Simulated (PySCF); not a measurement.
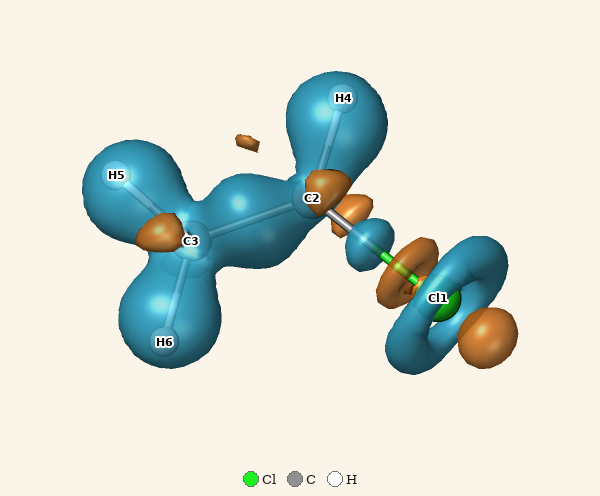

Figure. C2H3Cl, SMILES `ClC=C`. Deformation density (molecule less spherical, spin-averaged free atoms at the same positions), surfaces at ±0.11 e/Å³; light blue: gain, orange: loss.

PySCF calculation, B3LYP/def2-SVPD, gas phase; geometry: GFN2-xTB. No frequency check shows the geometry to be a minimum. GFN2-xTB bond lengths at metals and heavier atoms can be off by up to 0.1 Å and shapes distorted, which carries into these values.

Input script:

```python
import numpy as np
from pyscf import gto, scf, dft
from pyscf.scf import atom_ks, atom_hf
from scipy.linalg import block_diag

def solve(mol, dm0=None, hcore=None):
    mf = (dft.UKS if mol.spin else dft.RKS)(mol, xc='b3lyp')
    mf.grids.level = 3
    mf = mf.density_fit(auxbasis='def2-universal-jkfit')
    mf.conv_tol, mf.max_cycle = 1e-8, 80
    if hcore is not None:
        mf.get_hcore = lambda *args: hcore
    mf.kernel(dm0)
    if not mf.converged:
        mf = mf.newton().run(mf.mo_coeff, mf.mo_occ, max_cycle=30)
    assert mf.converged, 'SCF not converged'
    return mf

mol = gto.M(atom='''
Cl    -1.04990     0.10017     0.00000
C      0.56130    -0.50338     0.00000
C      1.62005     0.28079     0.00000
H      0.61061    -1.58128     0.00000
H      2.61000    -0.13973     0.00000
H      1.53962     1.35361     0.00000
''', basis='def2-svpd', charge=0, spin=0, verbose=4)
mf = solve(mol)
mf.analyze()
# spherically averaged free atoms, for the promolecule
atm = atom_ks.get_atm_nrks(mol, xc='b3lyp')
pro = block_diag(*[(atm[a[0]][2] * atm[a[0]][3]) @ atm[a[0]][2].T for a in mol._atom])
np.savez('result.npz', e=mf.e_tot, c=mf.mo_coeff, occ=mf.mo_occ, eps=mf.mo_energy, pro=pro, dip=mf.dip_moment(verbose=0), s2=mf.spin_square()[0])
```

Run with:

```sh
OMP_NUM_THREADS=1 python input.py
```

The run took 7.2 s on 1 thread of Arm Neoverse V1, with other jobs on the host, peak memory 0.37 GiB.

Partitions, critical points and surface values were worked out afterwards from this run's density.

### Describe the bonding that the map shows.

C2–H4: +0.76 e/Å³ at the bond critical point (bond length 1.08 Å). C2–C3: +0.74 e/Å³ at the bond critical point (bond length 1.32 Å). C3–H6: +0.72 e/Å³ at the bond critical point (bond length 1.08 Å). C3–H5: +0.72 e/Å³ at the bond critical point (bond length 1.08 Å). Cl1–C2: +0.21 e/Å³ at the bond critical point (bond length 1.72 Å). In all, 1.4 electrons gather in the regions of gain relative to the promolecule.

### Where do the Hirshfeld charges lie?

The highest Hirshfeld charge is on H4 (+0.06 e), the lowest on C3 (−0.09 e).
